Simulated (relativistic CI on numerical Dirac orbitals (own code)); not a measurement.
```
atom V  Z=23  charge=2  electrons=21
nucleus A=51  rms_radius_fm=3.6002
hamiltonian dirac-coulomb  breit=on  qed=on  c_scale=1
orbitals kli  potential=per-configuration
slater_scale 0.9
correlation none
mixing on
configurations
  [Ar] 3d3
  [Ne] 3s2 3p5 3d4
end
absorption M2,3 T=80 lorentz=0.48 gauss=0.3
crystal_field Td 10Dq=-3250
```

Multiplet model: relativistic Dirac–Coulomb–Breit theory, one configuration a step, Slater integrals scaled by 0.9, 80 K, Voigt broadening (Lorentzian 0.48 eV, Gaussian 0.3 eV full widths), computed with a radial Dirac CI code.

The M₂,₃ X-ray absorption spectrum that results:

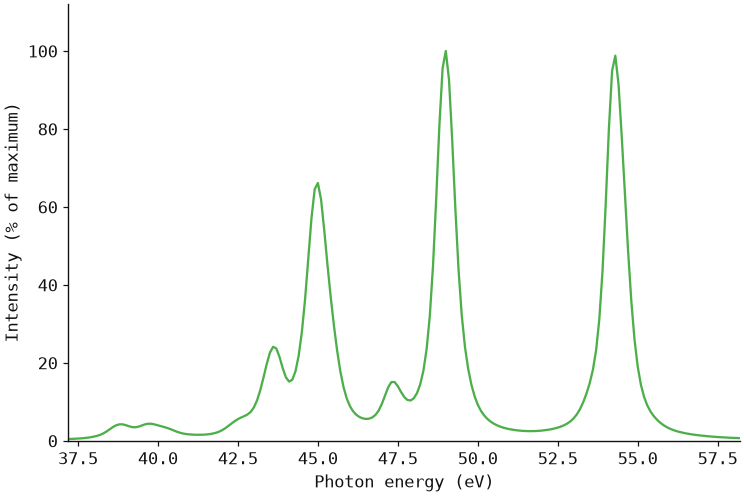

The main maxima lie at 43.6 eV (24), 45.0 eV (66), 47.3 eV (15), 49.0 eV (100) and 54.3 eV (99), heights in % of the largest; the centroid is at 49.0 eV. The ground state has S = 1.50.

Note: free-ion energies, so absolute edge positions are off by a few eV from solids; core and valence shell share one n, so the strongest features autoionise and are far broader and can lie several eV off in experiment.
